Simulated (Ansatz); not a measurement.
CaO (rock salt) is sheared across one {110} plane: the third cell vector gains the shift, so faults repeat every 5.1 Å. The cut lies between planes 1.70 Å apart; the cell height is held.

```
CaO
1.0
    3.39043     0.00000     0.00000
    0.00000     4.79479     0.00000
    1.69522     2.39740     5.08565
O Ca
3 3
Direct
  0.00000   0.00000   0.83333
  0.33333   0.33333   0.16667
  0.66667   0.66667   0.50000
  0.00000   0.50000   0.83333
  0.33333   0.83333   0.16667
  0.66667   0.16667   0.50000
```

In-plane vectors a = (3.390, 0.000) Å, b = (0.000, 4.795) Å, area 16.26 Å². The shift is s times the vector a (length 3.390 Å), so s = 1 restores the start. The shift is rigid: no atom relaxes. γ = [E(shift) − E(0)] / area.

Level of theory: r2SCAN (plane waves to 500 eV, PAW, scalar-relativistic; Ansatz, a quantum-chemistry and plane-wave program). k mesh 9×9×9 (Γ-centred), Fermi-Dirac smearing 0.05 eV. E is the zero-smearing estimate. Stress and pressure are positive under compression. Faults lie only 5.1 Å apart, and holding the cell height and the atoms raises γ above its relaxed value. Left out: 5 of 12 points, with atoms too close for the PAW data. CaO was relaxed with its symmetry unable to fall. The zero of γ is zero shift.

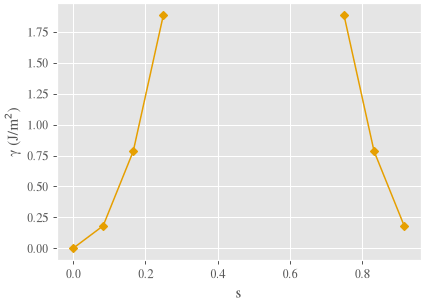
γ (J/m²) against s; computed points joined by lines.

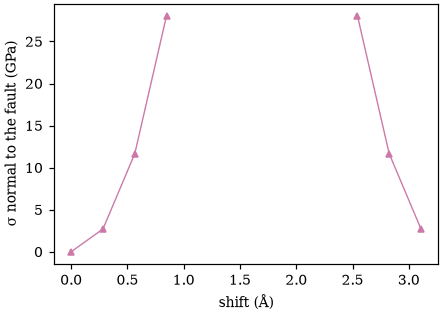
Figure: σ normal to the fault (GPa) against shift (Å); computed points joined by lines.

(The slope of γ gives the shear force per area between the displaced halves; near zero shift its curvature is an elastic stiffness.)
